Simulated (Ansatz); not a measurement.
The starting structures come from a database of crystals and need not be the phases stable at ambient conditions.

 Where the default PAW files enter, the runs use the earlier of Ansatz's two default sets.

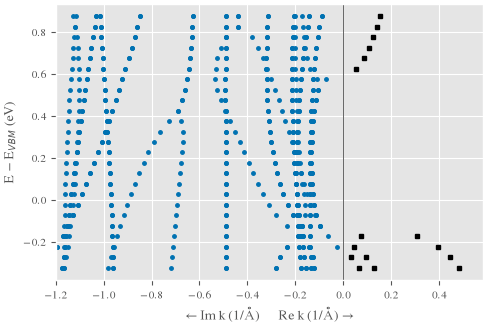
Fig. 1. Complex bands at the centre of the two-dimensional zone; r2SCAN (Ansatz, a first-principles code)

No gap correction and no spin-orbit coupling; mid-gap values are interpolated between computed energies.

Problem. This is HgTe (P3_221, not sure to be the ambient phase, 6 atoms a cell, 30.3 Å³ an atom) along the normal of (111). Read off the slowest decay at the centre of the two-dimensional zone at 0.33 eV, the computed energy nearest the middle of the gap.

Solution. κ ≈ 0.13 1/Å, a decay length 1/(2κ) of the density of 3.9 Å.
